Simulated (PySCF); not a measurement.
## A study: Cl3HHfO, SMILES `O[Hf](Cl)(Cl)Cl`

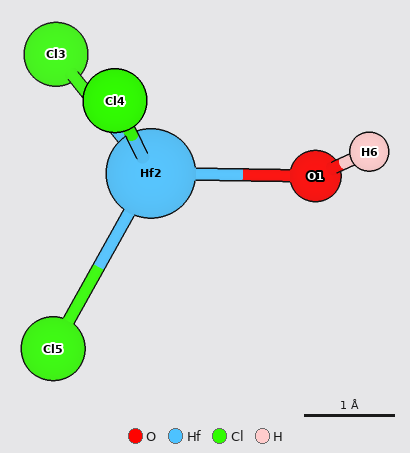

The molecule, with its atoms numbered as below. No frequency check shows the geometry to be a minimum.

Cartesian coordinates (Å):

```
O1      -0.6820   -0.0122    1.9160
Hf2     -0.0200   -0.0013    0.2060
Cl3      1.1918    1.7709   -0.4456
Cl4     -1.9177   -0.0125   -1.0039
Cl5      1.2258   -1.7460   -0.4530
H6      -1.6063   -0.0181    2.1842
```

Part 1: Bonding charge

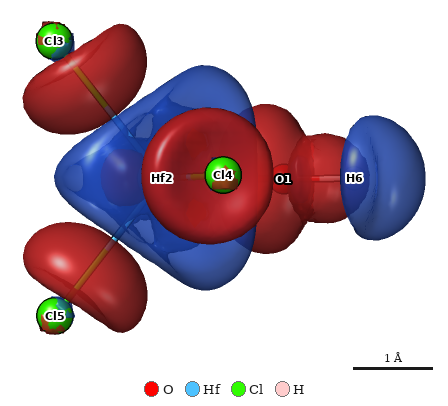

Deformation density (molecule less spherical, spin-averaged free atoms at the same positions), surfaces at ±0.05 e/Å³; red: gain, blue: loss.

Level of theory: PBE0/def2-TZVP (PySCF), at a geometry from GFN2-xTB. Core potentials replace the inner electrons of Hf; spin–orbit coupling isn't included. This is a single-reference result, which may miss multireference character in this system.

**How much density has each bond gained at its critical point, relative to the free atoms?**

O1–Hf2: +0.10 e/Å³ at the bond critical point (bond length 1.83 Å, Mayer order 1.2); up to 0.6 Å beside the axis the gain reaches +0.38 e/Å³. Hf2–Cl4: +0.09 e/Å³ at the bond critical point (bond length 2.25 Å, Mayer order 1.1). Hf2–Cl5 and Hf2–Cl3: +0.09 e/Å³ at the bond critical point (bond length 2.24 Å, Mayer order 1.1). In all, 1.5 electrons gather in the regions of gain relative to the promolecule. A small or negative value marks a very polar bond, one between electron-rich atoms, whose free-atom densities already overlap strongly, a long bond to a heavier atom, or a closed-shell contact such as a hydrogen bond.

Part 2: Local ionisation energy

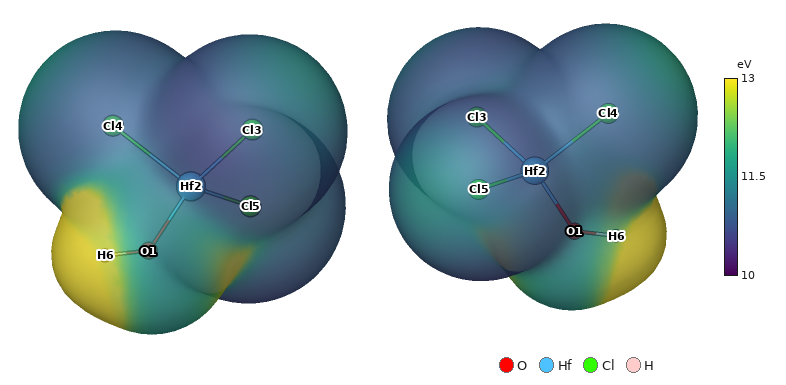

Average local ionisation energy on the surface of electron density 0.001 a.u. (back view left, front view right).

**Locate the minima of the map.**

The lowest value is 10.6 eV, 2.1 Å from Cl3. Further minima include 10.7 eV, 2.1 Å from Cl3, and at like points elsewhere; 10.8 eV, 2.1 Å from Cl4. For comparison, the highest occupied orbital lies at −9.3 eV.

**What volume does the surface enclose, and what is the dipole moment?**

About 144 Å³; the dipole moment is 2.4 D.

Part 3: In an electric field

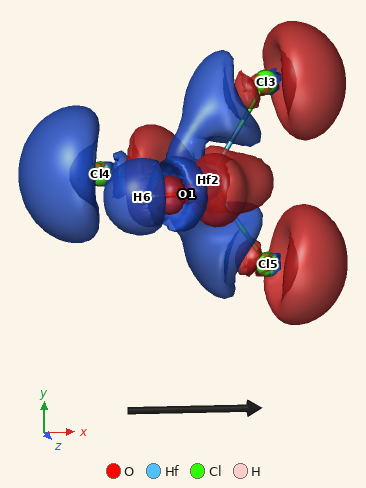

Change of the electron density in a uniform field of 0.21 V/Å along +x (arrow), surfaces at ±0.0015 e/Å³ (blue: gain, red: loss).

Level of theory: PBE0/def2-TZVP (PySCF), at a geometry from GFN2-xTB. Core potentials replace the inner electrons of Hf; spin–orbit coupling isn't included. This is a single-reference result, which may miss multireference character in this system. A basis without diffuse functions makes polarisabilities too small.

**What dipole is induced, and what polarisability does it imply?**

The induced dipole is 0.80 D (along the field); α along this axis, from the fields in both directions, is 79 bohr³ (11.6 Å³).

**Which atoms gain and lose the most charge?**

Electrons gather most on Cl4 (Hirshfeld charge changes by −0.020 e) and leave Cl3 and Cl5 alike most (+0.014 e); 0.064 electrons are displaced in all.

Part 4: Removing or adding an electron

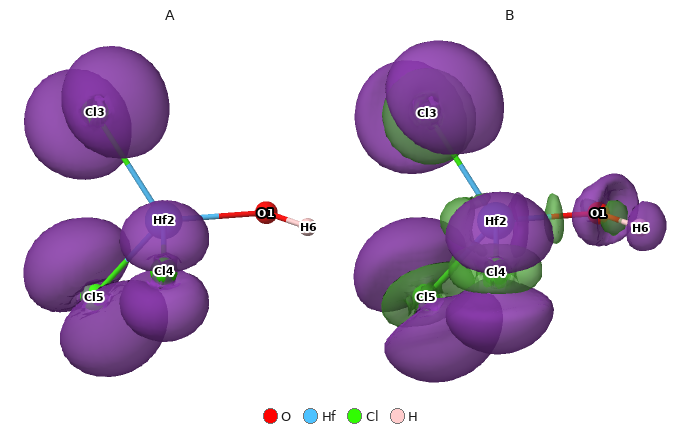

The Fukui function f⁻ from two separate SCF calculations and the density of the HOMO, at ±0.015 e/Å³ (purple positive, green negative).

**Which panel is which, and how good is the frozen-orbital picture?**

B is f⁻ (it has negative regions), A the HOMO density. The HOMO lies on Cl3 and Cl5 (38 % each), Cl4 (17 %) and Hf2 (6 %); f⁻ (Hirshfeld-condensed) is largest on Cl3 and Cl5 (0.29 each) and Cl4 (0.24); the vertical ionisation energy is 11.28 eV (the stability of the cation's solution wasn't checked). Relaxation shifts 18 % of the electron between atoms. The orbital energy is −9.32 eV.
